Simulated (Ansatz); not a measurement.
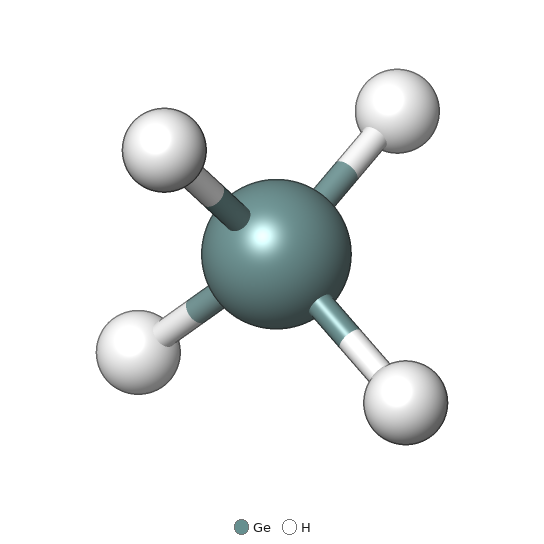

The picture shows a molecular structure as a ball-and-stick model.

The computed structure is the end point of a PBE0-D4/def2-TZVP optimisation.

What is the molecular formula?

Answer. GeH₄, 5 atoms: 1 germanium and 4 hydrogen.

Write the SMILES.

Answer. [GeH4]

How many atoms are distinct by symmetry?

Answer. 2: 1 Ge, 4 H.

Count the bonded pairs by element.

Answer. 4 Ge–H.

The parts below concern this one geometry. Atoms keep their numbers from picture to picture.

## Shape

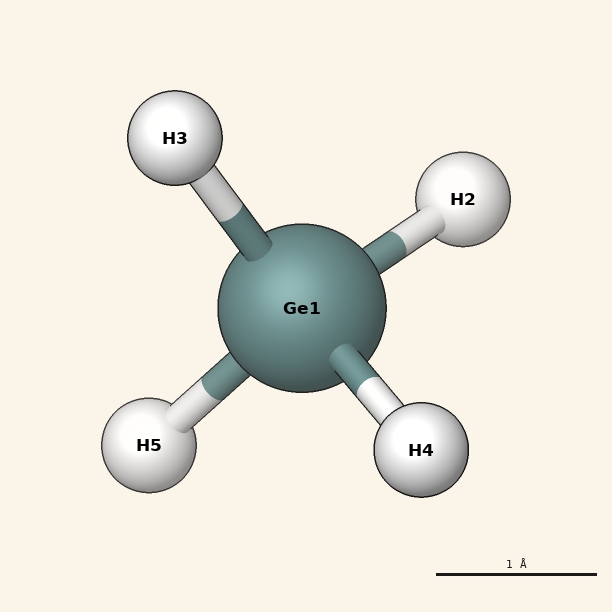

The atoms are numbered.

Estimate the angles H2–Ge1–H3.

```csv
angle,degrees
H2–Ge1–H3,109.5
```

## Vibrations

Harmonic vibrations computed with RKS PBE0-D4/def2-TZVP (Ansatz 0.2.0) at a stationary point of the same level.

How many vibrational modes are there, and where do they lie?

Answer. 9 modes: 821, 821, 821, 923, 924, 2170, 2176, 2176, 2176 cm⁻¹.

## Electronic properties

Properties computed with RKS ωB97M-V/def2-SVP (Ansatz 0.2.0).

Computed properties:

- HOMO energy (Kohn–Sham orbital): −11.83 eV
- LUMO energy (Kohn–Sham orbital): 3.43 eV
- HOMO–LUMO gap: 15.27 eV

## Charges

The questions are on Mulliken charges. Method: RKS PBE0-D4/def2-TZVP (Ansatz 0.2.0).

Give the Mulliken charges atom by atom.

```json
{"atom": "Ge1", "value (e)": "−0.03"}
{"atom": "H2", "value (e)": "0.01"}
{"atom": "H3", "value (e)": "0.01"}
{"atom": "H4", "value (e)": "0.01"}
{"atom": "H5", "value (e)": "0.01"}
```

Mulliken values depend strongly on the basis set and can even reverse the polarity of a bond.
